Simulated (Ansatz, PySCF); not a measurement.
Stretching the H–H spacing in H6 ring (multiplicity 1 held). Energies count from the point at 0.900 Å.
Geometry at that point (charge 0, multiplicity 1):
```xyz
6

H      0.90000     0.00000     0.00000
H      0.45000     0.77942     0.00000
H     -0.45000     0.77942     0.00000
H     -0.90000     0.00000     0.00000
H     -0.45000    -0.77942     0.00000
H      0.45000    -0.77942     0.00000
```

Unrestricted levels (U-) break spin symmetry where that is lower. Active spaces are followed from rest. Levels need not reach the same state.

Rows in 6-31G* carry no dispersion term and start afresh at each structure (6-31G* with six Cartesian d functions).

Run with Ansatz (Gaussian orbitals); PySCF for 6-31G* rows. Each number belongs to the level named beside it.

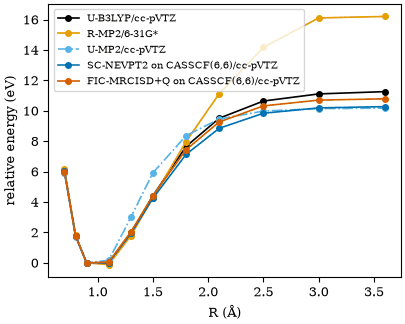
*Relative energy along the coordinate*

Read off the U-MP2/cc-pVTZ curve at R = 1.500.

about 5.9 eV

Doubts at one or more of the structures used: a spin-contaminated determinant (U-B3LYP/cc-pVTZ, U-MP2/cc-pVTZ); a restricted determinant that unrestricted orbitals would lower (R-MP2/6-31G*).

Ansatz is a program for electronic structure.
